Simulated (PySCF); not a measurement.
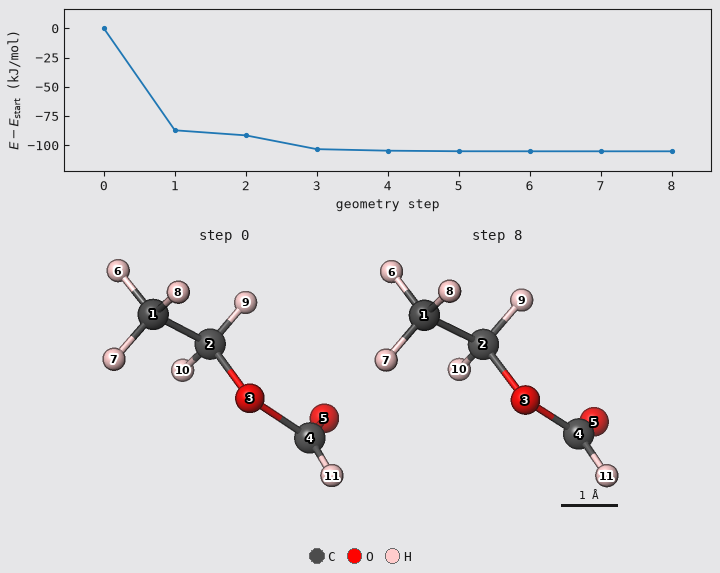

First and last geometry of a relaxation of C$_{3}$H$_{6}$O$_{2}$, with the history of the run. The picture is a ball-and-stick view, seen from a free direction.

The start comes from MMFF94s. Its atoms were then displaced at random by about 0.03 Å.

These are results of PySCF 2.14.0, density-fitted response routines, PBE0-D3(BJ)/def2-SVP geometry optimisation, gas phase, not measurements. 

What do the curves and the structures tell?

Answer. It converged. C4 moves most after the best rigid fit: 0.10 Å. Largest moves by element: C 0.10 Å, O 0.09 Å, H 0.08 Å. Among the contacts that change: O3–C4 1.502 → 1.329 Å, C4–H11 1.010 → 1.111 Å, C1–C2 1.422 → 1.506 Å, C2–H9 1.030 → 1.102 Å. Bond angles that change, for instance: O5–C4–H11 134.4° → 125.1°, C2–C1–H6 118.4° → 110.0°, H7–C1–H8 100.1° → 108.3°. After 8 geometry steps the energy has fallen by 105.1 kJ/mol. The run took 21 s on 1 thread of Arm Neoverse V2 (shared host).
